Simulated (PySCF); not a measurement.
# BH2F (SMILES [H]B([H])F): levels of theory compared

Wanted: a comparison of 6 runs (PBE0/STO-3G, UPBE0/STO-3G, r2SCAN/STO-3G, MP2/STO-3G, CCSDT/STO-3G, UCCSD(T)/STO-3G) of BH2F. Input form: a Python script.

The results are computed with PySCF 2.14.0.

7 further runs of the same task are left out: 7 set aside as unsound or not needed.

### 1 The system as given

The species is BH2F (4 atoms), meant as a singlet with charge 0. As SMILES, `[H]B([H])F`. The B1–F4 distance was set to 1.959 Å, away from the relaxed value.

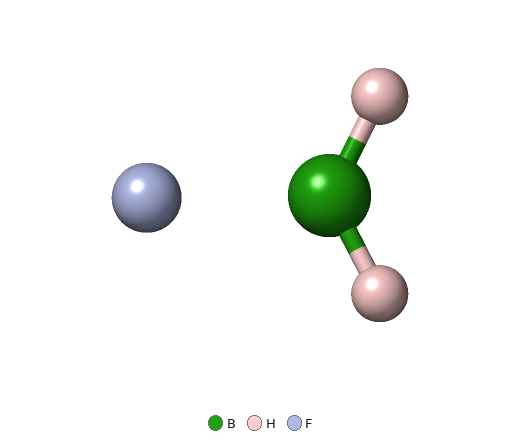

Viewed from a chosen angle; boron green, hydrogen pink, fluorine light blue.

### 2 A single-point energy at PBE0/STO-3G (run 1)

Contents of calc.py:

```python
from pyscf import gto, dft

system = gto.M(
    atom='B 0.370062 0.606511 -0.000715; H 1.538492 0.523341 0.014315; H -0.238198 1.607491 -0.020765; F -0.650140 -1.065400 0.003230',
    max_memory=1860,
    verbose=4,
    basis='sto-3g',
)

ks = dft.RKS(system)
ks.xc = 'pbe0'
ks.conv_tol = 1e-10
ks.grids.level = 5
ks.kernel()
if not ks.converged:
    ks = ks.newton().run(ks.mo_coeff, ks.mo_occ)

energy = ks.e_tot
print('E(%s) = %.9f' % ('PBE0', energy))
```

Run with:

```bash
$ OMP_NUM_THREADS=1 python calc.py
```

The program printed:

```text
PySCF version 2.14.0

[INPUT] num. atoms = 4
[INPUT] num. electrons = 16
[INPUT] charge = 0
[INPUT] spin (= nelec alpha-beta = 2S) = 0
[INPUT] symmetry False subgroup None
[INPUT] Mole.unit = angstrom
[INPUT] Symbol           X                Y                Z      unit          X                Y                Z       unit  Magmom
[INPUT]  1 B      0.370062000000   0.606511000000  -0.000715000000 AA    0.699315829109   1.146139681536  -0.001351154179 Bohr   0.0
[INPUT]  2 H      1.538492000000   0.523341000000   0.014315000000 AA    2.907328524834   0.988971159756   0.027051429473 Bohr   0.0
[INPUT]  3 H     -0.238198000000   1.607491000000  -0.020765000000 AA   -0.450128983419   3.037717737703  -0.039240162977 Bohr   0.0
[INPUT]  4 F     -0.650140000000  -1.065400000000   0.003230000000 AA   -1.228586542625  -2.013314213112   0.006103815382 Bohr   0.0

nuclear repulsion = 20.4514943275135
number of shells = 8
number of NR pGTOs = 36
number of NR cGTOs = 12
basis = sto-3g
ecp = {}

******** <class 'pyscf.dft.rks.RKS'> ********
method = RKS
initial guess = minao
damping factor = 0
level_shift factor = 0
DIIS = <class 'pyscf.scf.diis.CDIIS'>
diis_start_cycle = 1
diis_space = 8
diis_damp = 0
SCF conv_tol = 1e-10
SCF conv_tol_grad = None
SCF max_cycles = 50
direct_scf = True
direct_scf_tol = 1e-13
XC library pyscf.dft.libxc version 7.0.0
    S. Lehtola, C. Steigemann, M. J.T. Oliveira, and M. A.L. Marques.,  SoftwareX 7, 1–5 (2018)
XC functionals = pbe0
radial grids:
    Treutler-Ahlrichs [JCP 102, 346 (1995); DOI:10.1063/1.469408] (M4) radial grids

becke partition: Becke, JCP 88, 2547 (1988); DOI:10.1063/1.454033
pruning grids: <function nwchem_prune>
grids dens level: 5
symmetrized grids: False
atomic radii adjust function: <function treutler_atomic_radii_adjust>
small_rho_cutoff = 0
Set gradient conv threshold to 1e-05
Initial guess from minao.
tot grids = 134120
init E= -123.517900667628
  HOMO = -0.35072766846183  LUMO = -0.0242905496359395  gap/eV = 8.88281
cycle= 1 E= -123.695220065412  delta_E= -0.177  |g|= 0.482  |ddm|= 1.94
  HOMO = 0.159053192846451  LUMO = 0.169447078028483  gap/eV = 0.28283
cycle= 2 E= -120.337749528751  delta_E= 3.36  |g|= 2.22  |ddm|= 3.57
  HOMO = -0.162133350743049  LUMO = 0.0253653621841018  gap/eV = 5.10210
cycle= 3 E= -123.862905404114  delta_E= -3.53  |g|= 0.149  |ddm|= 3.18
  HOMO = -0.192966084397902  LUMO = 0.0331696580146613  gap/eV = 6.15347
cycle= 4 E= -123.867090313083  delta_E= -0.00418  |g|= 0.116  |ddm|= 0.0622
  HOMO = -0.180129990798212  LUMO = 0.0298853646483836  gap/eV = 5.71481
cycle= 5 E= -123.871240598664  delta_E= -0.00415  |g|= 0.0668  |ddm|= 0.0721
  HOMO = -0.160818300737203  LUMO = 0.0248660411111976  gap/eV = 5.05273
cycle= 6 E= -123.873092563694  delta_E= -0.00185  |g|= 0.0226  |ddm|= 0.127
  HOMO = -0.166439623283848  LUMO = 0.0253127298631936  gap/eV = 5.21785
cycle= 7 E= -123.873313248171  delta_E= -0.000221  |g|= 0.00287  |ddm|= 0.0287
  HOMO = -0.166792710150491  LUMO = 0.0254932895795175  gap/eV = 5.23237
cycle= 8 E= -123.873316630781  delta_E= -3.38e-06  |g|= 0.000813  |ddm|= 0.00393
  HOMO = -0.166947415122843  LUMO = 0.0255086166653538  gap/eV = 5.23700
cycle= 9 E= -123.873316914672  delta_E= -2.84e-07  |g|= 5.66e-05  |ddm|= 0.00103
  HOMO = -0.166958521384854  LUMO = 0.0255108306275817  gap/eV = 5.23736
cycle= 10 E= -123.873316916026  delta_E= -1.35e-09  |g|= 7.06e-06  |ddm|= 6.7e-05
  HOMO = -0.166960086301404  LUMO = 0.0255110526710709  gap/eV = 5.23741
cycle= 11 E= -123.873316916048  delta_E= -2.15e-11  |g|= 1.32e-07  |ddm|= 9.46e-06
  HOMO = -0.166960188017555  LUMO = 0.0255110803831723  gap/eV = 5.23741
Extra cycle  E= -123.873316916048  delta_E= 1.14e-13  |g|= 3.39e-07  |ddm|= 6.4e-07
converged SCF energy = -123.873316916048
E(PBE0) = -123.873316916
```

It took 1.9 s on 1 thread of Arm Neoverse V1, shared host; peak memory 0.17 GiB.

### 3 The energy at UPBE0/STO-3G (run 2)

Contents of run.py:

```python
from pyscf import gto, dft

molecule = gto.Mole()
molecule.atom = [
    ('B', (0.370062, 0.606511, -0.000715)),
    ('H', (1.538492, 0.523341, 0.014315)),
    ('H', (-0.238198, 1.607491, -0.020765)),
    ('F', (-0.650140, -1.065400, 0.003230)),
]
molecule.verbose = 3
molecule.basis = 'sto-3g'
molecule.max_memory = 1860
molecule.spin = 0
molecule.build()

ks = dft.UKS(molecule, xc='pbe0')
ks.grids.level = 5
ks.conv_tol = 1e-10
ks.kernel()
if not ks.converged:
    ks = ks.newton().run(ks.mo_coeff, ks.mo_occ)
for _ in range(3):
    mo, _, stable, _ = ks.stability(return_status=True)
    if stable:
        break
    ks.kernel(ks.make_rdm1(mo, ks.mo_occ))

e_final = ks.e_tot
print(f'total energy: {e_final:.8f} hartree')
```

Run with:

```bash
$ OMP_NUM_THREADS=1 python run.py
```

The program printed:

```text
converged SCF energy = -123.873316916028  <S^2> = 1.3269386e-12  2S+1 = 1
<class 'pyscf.dft.uks.UKS'> wavefunction is stable in the internal stability analysis
total energy: -123.87331692 hartree
```

Wall time 4.8 s (1 thread of Arm Neoverse V1, shared host); peak memory 0.32 GiB.

Runs 3 to 5 aren't shown in full; the table further down has their settings and results.

### 4 A single-point energy at UCCSD(T)/STO-3G (run 6)

Contents of calc.py:

```python
from pyscf import gto, cc

mol = gto.M(
    atom=[
    ('B', (0.370062, 0.606511, -0.000715)),
    ('H', (1.538492, 0.523341, 0.014315)),
    ('H', (-0.238198, 1.607491, -0.020765)),
    ('F', (-0.650140, -1.065400, 0.003230)),
],
    verbose=4,
    max_memory=1860,
    basis='sto-3g',
    spin=0,
)

calc0 = mol.UHF()
calc0.conv_tol = 1e-10
calc0.kernel()
if not calc0.converged:
    calc0 = calc0.newton().run(calc0.mo_coeff, calc0.mo_occ)
for _ in range(3):
    mo, _, stable, _ = calc0.stability(return_status=True)
    if stable:
        break
    calc0.kernel(calc0.make_rdm1(mo, calc0.mo_occ))

mycc = cc.CCSD(calc0, frozen=2)
mycc.kernel()
e_t = mycc.ccsd_t()
energy = mycc.e_tot + e_t
print(f'total energy: {energy:.8f} hartree')
```

Run with:

```bash
$ OMP_NUM_THREADS=1 python calc.py
```

The program printed:

```text
PySCF version 2.14.0

[INPUT] num. atoms = 4
[INPUT] num. electrons = 16
[INPUT] charge = 0
[INPUT] spin (= nelec alpha-beta = 2S) = 0
[INPUT] symmetry False subgroup None
[INPUT] Mole.unit = angstrom
[INPUT] Symbol           X                Y                Z      unit          X                Y                Z       unit  Magmom
[INPUT]  1 B      0.370062000000   0.606511000000  -0.000715000000 AA    0.699315829109   1.146139681536  -0.001351154179 Bohr   0.0
[INPUT]  2 H      1.538492000000   0.523341000000   0.014315000000 AA    2.907328524834   0.988971159756   0.027051429473 Bohr   0.0
[INPUT]  3 H     -0.238198000000   1.607491000000  -0.020765000000 AA   -0.450128983419   3.037717737703  -0.039240162977 Bohr   0.0
[INPUT]  4 F     -0.650140000000  -1.065400000000   0.003230000000 AA   -1.228586542625  -2.013314213112   0.006103815382 Bohr   0.0

nuclear repulsion = 20.4514943275135
number of shells = 8
number of NR pGTOs = 36
number of NR cGTOs = 12
basis = sto-3g
ecp = {}

[... 69 lines left out ...]
converged SCF energy = -123.412197004036  <S^2> = 2.7823077e-11  2S+1 = 1
[... 72 lines left out ...]
converged SCF energy = -123.434599593959  <S^2> = 0.5326202  2S+1 = 1.7693165
[... 14 lines left out ...]
Init t2, MP2 energy = -0.035216837646431
[... 23 lines left out ...]
UCCSD converged
[... 2 lines left out ...]
total energy: -123.52897931 hartree
```

Wall time 1.1 s (1 thread of Arm Neoverse V1, shared host); peak memory 0.12 GiB.

### 5 Overview of the runs

| run | level | follow instability | integration grid | energy (Eh) | dipole moment (D) of the reference | HOMO energy (eV) | LUMO energy (eV) | wall time |
| --- | --- | --- | --- | --- | --- | --- | --- | --- |
| 1 | PBE0/STO-3G | – | 5 | -123.873317 | 1.07 | -4.54 | 0.69 | 1.9 s |
| 2 | UPBE0/STO-3G | yes | 5 | -123.873317 | 1.07 | -4.54 | 0.69 | 4.8 s |
| 3 | r2SCAN/STO-3G | – | 5 | -123.954580 | 0.91 | -2.84 | -0.08 | 2.6 s |
| 4 | MP2/STO-3G | – | – | -123.486999 | 1.65 | -9.39 | 5.81 | 0.74 s |
| 5 | CCSDT/STO-3G | – | – | -123.531316 | 1.65 | -9.39 | 5.81 | 0.97 s |
| 6 | UCCSD(T)/STO-3G | yes | – | -123.528979 | 0.70 | -8.65 | 5.96 | 1.1 s |

### 6 Outcome

| quantity | value |
| --- | --- |
| run 6: total energy | -123.52898 Eh |
| run 6: dipole moment (Hartree–Fock density) | 0.70 D |
| run 6: HOMO energy (Hartree–Fock orbitals) | -8.65 eV |
| run 6: LUMO energy (Hartree–Fock orbitals) | 5.96 eV |
| run 6: HOMO–LUMO gap (Hartree–Fock orbitals) | 14.61 eV |
| run 6: correlation energy (2 core orbitals frozen) | -94.4 mEh |
| run 6: (T) correction | -1.56 mEh |
| run 6: ⟨S²⟩ of the reference determinant | 0.533 |
| run 6: T1 diagnostic | 0.087 |

What this shows: Over runs 1, 2, 3 the dipole moment (its size) runs from 0.91 D (r2SCAN/STO-3G) to 1.07 D (PBE0/STO-3G). Over runs 1, 2, 3 the HOMO–LUMO gap runs from 2.75 eV (r2SCAN/STO-3G) to 5.24 eV (PBE0/STO-3G). Totals of different functionals can't be ranked against each other. In runs 1, 2, 3, 4, 5, 6 the basis is minimal, so the values are rough. Spin contamination of the reference: run 6 ⟨S²⟩ = 0.53. All runs together took 12 s, the longest 4.8 s.
